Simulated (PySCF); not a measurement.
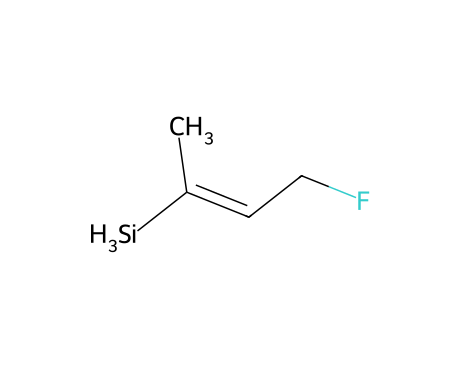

Computed geometry: GFN2-xTB optimisation. No frequency run is at hand to confirm it as a minimum. Method: PBE0/pcSseg-1, gas phase (PySCF 2.14.0).

Predict the main results.

The species is C₄H₉FSi (`C/C([SiH3])=C\CF`).
- dipole moment: 1.92 D
- HOMO energy (Kohn–Sham orbital): −7.45 eV
- LUMO energy (Kohn–Sham orbital): −0.20 eV
- HOMO–LUMO gap: 7.25 eV

The geometry is semi-empirical. Around Si such bond lengths and angles can be off by a tenth of an ångström or more and by several degrees, and values that hang on the shape move with them.
